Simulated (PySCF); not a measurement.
**C5H11N2Si (SMILES [CH2][Si](N)(N)CC#CC) (doublet): density, localisation and related maps**

```xyz
19

C    -1.5229    0.3503    1.7313
Si   -1.4372    0.2881   -0.1131
N    -2.8887    1.0026   -0.7234
N    -1.3723   -1.2448   -0.9241
C     0.2118    1.1253   -0.6854
C     1.3652    0.3596   -0.2944
C     2.3028   -0.3077    0.0456
C     3.4571   -1.0846    0.4513
H    -2.3136    0.8456    2.2657
H    -0.7294   -0.0287    2.3510
H    -3.1558    1.9133   -0.3917
H    -3.0742    0.9244   -1.7093
H    -2.1233   -1.8935   -0.7503
H    -0.4898   -1.7304   -0.8942
H     0.2910    2.1297   -0.2658
H     0.1977    1.2166   -1.7732
H     4.1666   -1.1658   -0.3729
H     3.9531   -0.6028    1.2944
H     3.1521   -2.0880    0.7511
```

Geometry: GFN2-xTB.

All numbers below come from PySCF 2.14.0, density-fitted response routines, UKS B3LYP, pcH-1 on C H N Si, non-relativistic, mean-field spin-orbit, GIAO.

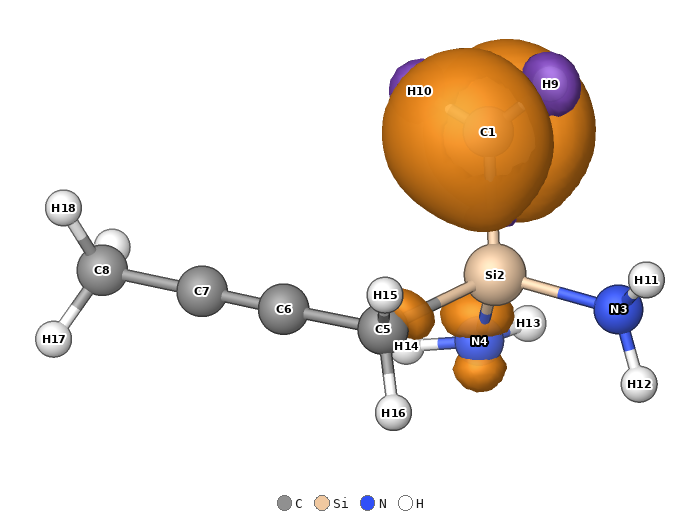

Figure 1. Isosurfaces of the spin density (α minus β) at +0.015 (orange) and −0.015 e/Å³ (purple), seen across its widest extent.

**Describe the spin distribution.**

The unpaired spin (1 electron) lies mostly on C1 (about 0.7) and Si2 (about 0.1), in electrons by Hirshfeld's partition.

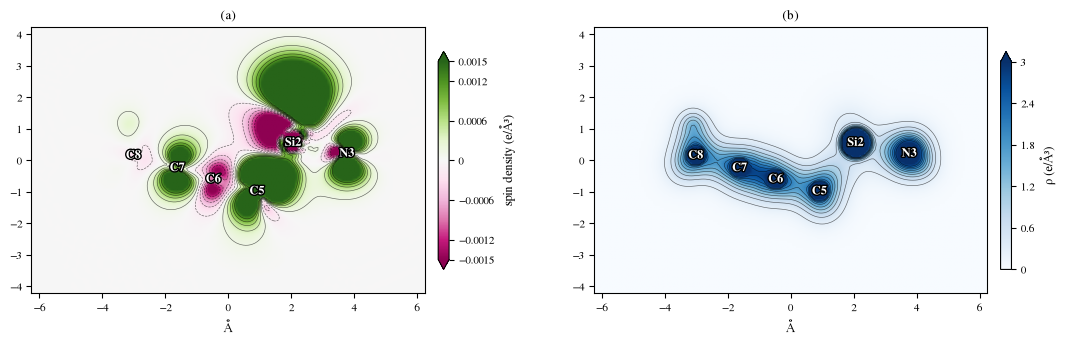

Figure 2. (a) spin density; (b) total electron density on the plane of atoms Si2, C5 and C6.

**Interpret the plot.**

The plane passes through Si, N and C nuclei. C–C (1.20 Å): the density is about 2.7 e/Å³ at the midpoint. Si–N (1.73 Å): ρ is about 1.1 e/Å³ halfway. C–Si (1.94 Å): ρ at the midpoint is about 0.88 e/Å³.

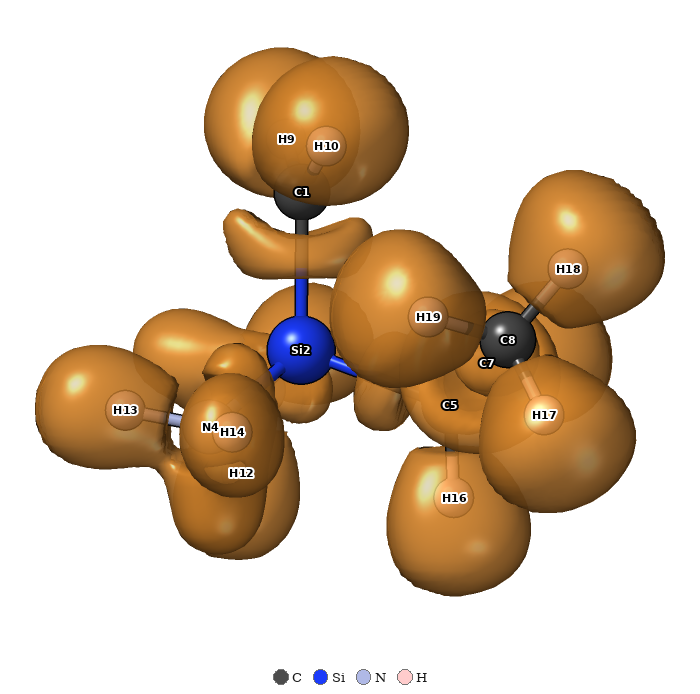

Figure 3. Isosurface of the electron localisation function at 0.8 (orange), seen at an oblique angle. Core shells and regions of very low density are left out.

**Identify the bonds, lone pairs and shells in this picture.**

At this value the surface marks out three regions between bonded C–C atoms (shared pairs), two regions between bonded C–Si atoms (shared pairs), seven regions around hydrogen nuclei and two joined regions spread over several atoms (H, N), in which their bonds and any lone pairs are merged.


C–C (1.20 Å): the ELF peaks at about 0.85 between the atoms: a short, multiple covalent bond. Si–N (1.73 Å): the ELF peaks at about 0.90 between the atoms; a polar covalent bond.
